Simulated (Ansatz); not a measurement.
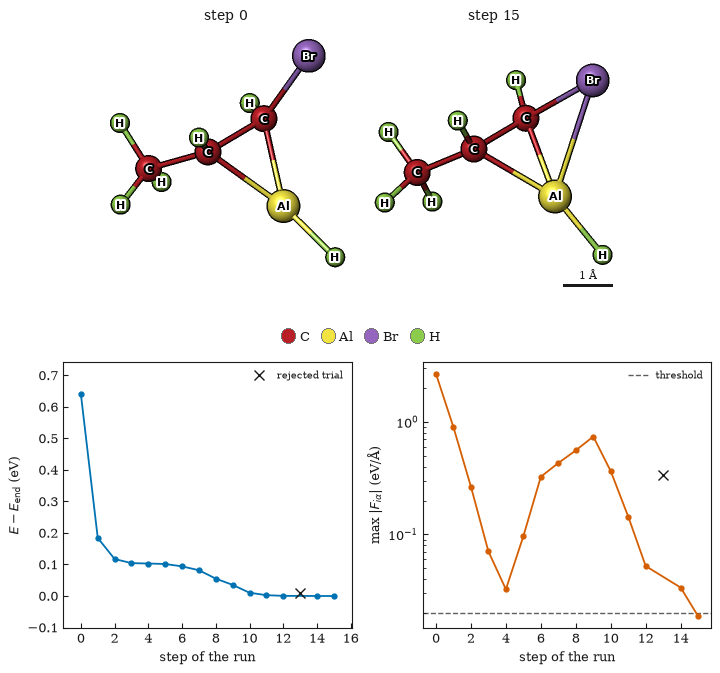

First and last geometry of a relaxation of C$_{3}$H$_{6}$AlBr, with the history of the run. A ball-and-stick model, seen at a tilt.

The run prepares an end point of a later path (hydrogen shift) calculation, from a guessed geometry.

Theory: RKS B3LYP-D4/def2-SVP in Ansatz 0.2.0.

Input
```yaml
crystal:
  periodic: [false, false, false]
  atoms:
    - { symbol: C, position_ang: [-0.7015, -1.0406, 0.8687] }
    - { symbol: C, position_ang: [-0.2307, 0.3316, 0.3216] }
    - { symbol: Al, position_ang: [1.6791, 0.3808, -0.1488] }
    - { symbol: C, position_ang: [0.091, 0.3682, -1.1889] }
    - { symbol: Br, position_ang: [-0.3743, 2.0571, -2.0295] }
    - { symbol: H, position_ang: [-0.5755, -1.0274, 1.9505] }
    - { symbol: H, position_ang: [-0.2212, -1.8618, 0.3817] }
    - { symbol: H, position_ang: [-1.8028, -1.0466, 0.6598] }
    - { symbol: H, position_ang: [-0.6789, 1.2699, 0.791] }
    - { symbol: H, position_ang: [3.1272, 1.0826, 0.1324] }
    - { symbol: H, position_ang: [-0.247, -0.5708, -1.7181] }
basis:
  gaussian: { orbitals: def2-SVP }
hamiltonian:
  xc: b3lyp
  dispersion: d4
relax:
  f_tol: 0.02
  max_steps: 50
```

Run as
```bash
ansatz run input.yaml --threads 2 --pin off --max-ram 3072MiB --backend cpu --events-out ev --progress --plain --runs-dir out
```

Read the history and describe the run.

Answer. It converged. Over 14 accepted moves (15 points after the start) the energy falls by 0.641 eV. The largest force component goes from 2.7 to 0.019 eV/Å. The line search rejected the trial step at point 13 of the run. The largest move after the best rigid fit is that of Br5, 0.62 Å. Largest moves by element: Br 0.62 Å, H 0.51 Å, Al 0.36 Å, C 0.18 Å. Among the contacts that change: Al3–Br5 3.250 → 2.601 Å, C4–Br5 1.943 → 2.095 Å, Al3–H10 1.634 → 1.567 Å, C2–H9 1.141 → 1.101 Å. Among the angles between lasting bonds that change: Al3–C4–H11 120.8° → 162.1°, Al3–C4–Br5 115.6° → 80.9°, C2–Al3–H10 146.1° → 159.4°. Cost: 36 s on 2 threads of Intel(R) Xeon(R) 6975P-C (Granite Rapids), with other jobs on the host, peak memory 0.34 GiB.
